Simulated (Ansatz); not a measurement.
Input

```
crystal:
  periodic: [false, false, false]
  atoms:
    - { symbol: Al, position_ang: [-0.437793, -1.210887, -0.37177] }
    - { symbol: H, position_ang: [-0.390681, 1.139408, 1.187583] }
    - { symbol: "N", position_ang: [-2.016416, -0.849562, -1.05341] }
    - { symbol: "N", position_ang: [-0.117401, -2.325206, 0.948201] }
    - { symbol: H, position_ang: [1.770066, 1.502955, -0.668136] }
    - { symbol: F, position_ang: [0.927266, -0.458613, -1.111218] }
    - { symbol: H, position_ang: [0.152941, 1.36995, 0.814903] }
    - { symbol: "N", position_ang: [1.937189, 2.415336, -0.265892] }
    - { symbol: H, position_ang: [-2.886365, -1.248163, -0.760412] }
    - { symbol: H, position_ang: [-2.170682, -0.220487, -1.817084] }
    - { symbol: H, position_ang: [0.797621, -2.552759, 1.28523] }
    - { symbol: H, position_ang: [-0.805971, -2.83875, 1.461357] }
    - { symbol: H, position_ang: [1.106038, 2.969135, -0.361241] }
    - { symbol: H, position_ang: [2.134087, 2.307543, 0.71199] }
basis:
  gaussian: { orbitals: def2-SVP }
hamiltonian:
  xc: hf
relax:
  f_tol: 0.03
  max_steps: 50
output:
  orbitals: {}
```

Command:

```sh
ansatz run input.yaml --threads 2 --pin off --max-ram 3072MiB --backend cpu --events-out ev --progress --plain --runs-dir out
```

The fields are those of the run's last geometry, not of the input's.

All numbers below come from RHF/def2-SVP (Ansatz 0.2.0).

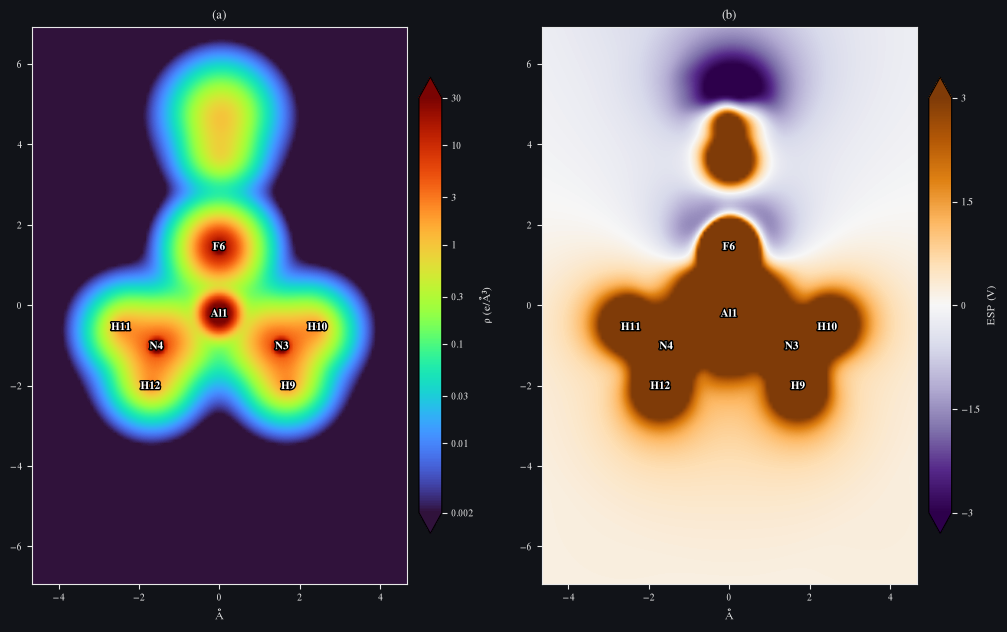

AlFH4N2···H2···NH3. (a) total electron density; (b) electrostatic potential on the plane of atoms H11, N4 and H12.

**Interpret the plot.**

- Atoms in the plane: Al, N, F and H.
- Al–F (1.66 Å): ρ at the midpoint is about 0.79 e/Å³.
- Al–N (1.76 Å): ρ is about 0.86 e/Å³ halfway.
- N–H (1.00 Å): ρ is about 2.8 e/Å³ halfway.
- Outside the dense part of the complex the potential is most negative (−3.9 V) near N8, which lies off the plane.
